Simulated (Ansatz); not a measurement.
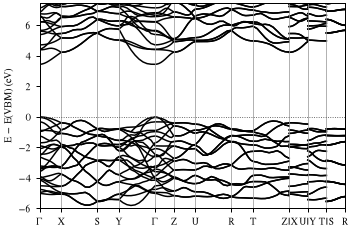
Band structure from r²SCAN in the plane-wave PAW code Ansatz

Task: Read off the gap and where the band edges lie.

Result: About 3.4 eV (3.45 eV by a search for the band edges); maximum at Γ, minimum at Γ.

Task: Which of these materials gives this?
A) SiC, Pnma (Si on 4c, C on 4c)
B) HfO2, Pnma (Hf on 4c, O on 4c, O on 4c)
C) ZrO2, Pnma (Zr on 4c, O on 4c, O on 4c)
D) TiO2, Pbca (Ti on 8c, O on 8c, O on 8c)

Result: C, ZrO2, Pnma (Zr on 4c, O on 4c, O on 4c)

The workflow started from a Materials Project entry (that database holds measured and hypothetical structures alike); the Crystallography Open Database copy checked does not list it. It is not the phase usual at ambient conditions (space group No. 14). Symmetry was held in the r²SCAN relaxation; its stability against distortions is not shown here. The run is not spin-polarised. Spin–orbit coupling is left out wherever it is not named.

Potentials: the later of the program's two PAW sets.
